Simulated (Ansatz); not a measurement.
**FGaH2···HBr: density, localisation and related maps**

```xyz
6

Ga   -0.4496   -0.6457    0.4519
Br    0.5966    0.9148   -1.8473
H     0.3721   -1.9612    0.3057
H    -1.9657   -0.2906    0.3988
H     0.9029    1.2759   -0.4623
F     0.5437    0.7067    1.1533
```

These are results of UKS B3LYP-D4/def2-SVP (Ansatz 0.2.0), not measurements.

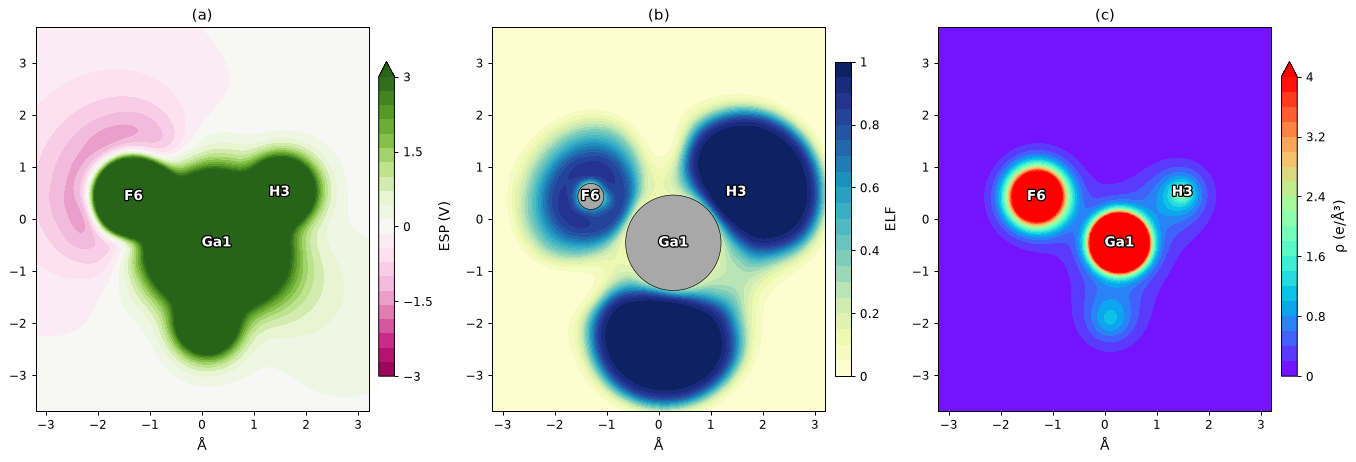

Figure 1. (a) electrostatic potential; (b) ELF; (c) total electron density on the plane of atoms H3, Ga1 and F6. Grey discs cover the atomic cores in the ELF map.

**What does the map show?**

Atoms in the plane: Ga, H and F.
Ga–F (1.82 Å): the density is about 0.71 e/Å³ at the midpoint; the ELF peaks at about 0.80 in the valence shell of F, 0.5 Å from its nucleus, and is about 0.15 at the midpoint.
Ga–H (1.56 Å): the density is about 0.99 e/Å³ at the midpoint; the ELF climbs to about 1 towards the hydrogen.
The ELF also peaks beside F6, away from the bonds: lone-pair regions.
Outside the dense part of the complex the potential is most negative (−1.4 V) near F6.

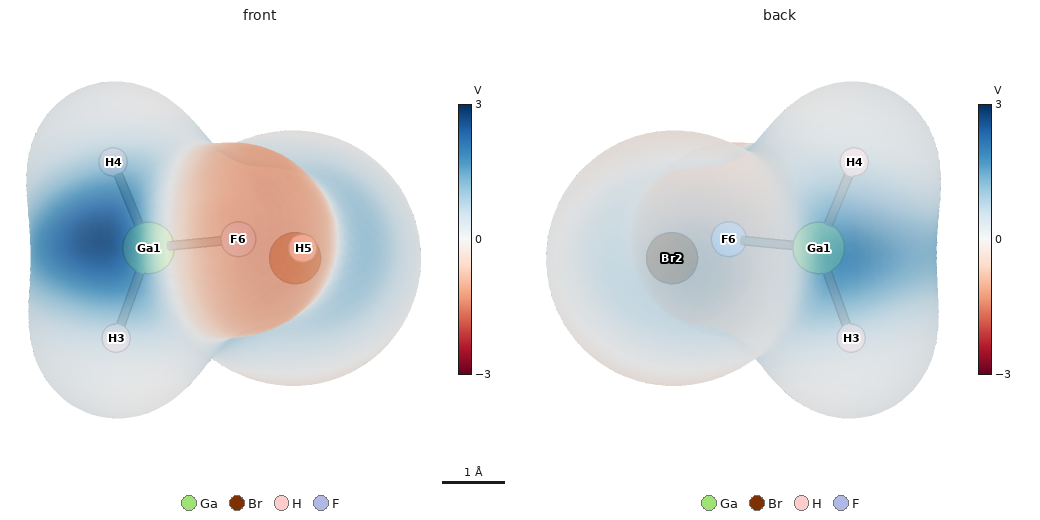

Figure 2. The electrostatic potential painted on the density surface at 0.002 e/bohr³, seen from the front and from behind; red is negative and blue positive.

**Describe the electrostatic potential map.**

The most negative region (about −1.3 V) lies over F6, the most positive (about +2.6 V) over Ga1. Br2 shows a σ-hole: about +0.9 V at the tip opposite its bond, against about +0.3 V on its flanks.

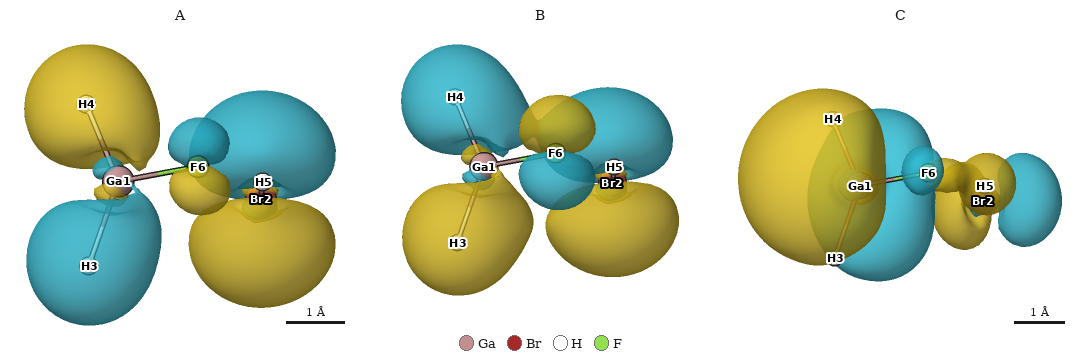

Figure 3. Three frontier orbitals at ±0.08 Å⁻³ᐟ² (yellow and cyan are the two phases), in no order.

**Which picture is the HOMO−1, the HOMO and the LUMO?**

B is the HOMO−1 (−8.84 eV). It lies mainly on Br2 (about 40 %), Ga1 (about 15 %), F6 (about 15 %), H3 (about 15 %) and H4 (about 15 %). A is the HOMO (−8.52 eV). Its weight (Hirshfeld) is mainly on Br2 (about 50 %), Ga1 (about 15 %), H3 (about 15 %) and H4 (about 15 %). C is the LUMO (−1.39 eV). It lies mainly on Ga1 (about 70 %) and Br2 (about 15 %).

**What is the HOMO–LUMO gap?**

7.13 eV between the orbital energies.
